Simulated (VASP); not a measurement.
```
LaS
1.0
    4.03785     0.00000     0.00000
   -2.01893     3.49688     0.00000
    0.00000     0.00000     7.39724
La S
2 2
Direct
  0.00000   0.00000   0.00000
  0.00000   0.00000   0.50000
  0.33333   0.66667   0.25000
  0.66667   0.33333   0.75000
```

All values below come from PBE GGA, VASP's PBE PAW potentials (set 64) (plane waves; VASP 6.6.1). Settings: 400 eV cut-off, 10×10×5 Γ-centred mesh, tetrahedra with Blöchl corrections, potentials La S.

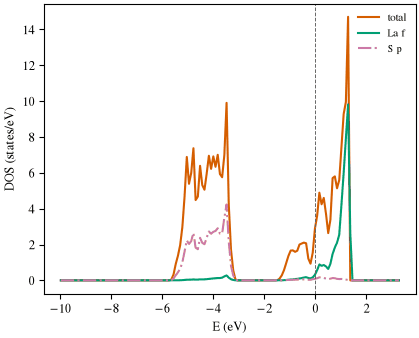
Fig. 1. Total and projected density of states, zero at the Fermi level

Within 2 eV below the Fermi level the largest weight inside VASP's projection spheres is La d.

It has no gap at this level: it comes out as a metal or semimetal.

The structure was generated: LaS was put into the NiAs type type (P6_3/mmc), which need not be its known phase. It was relaxed first, which changed the volume by -29 %.
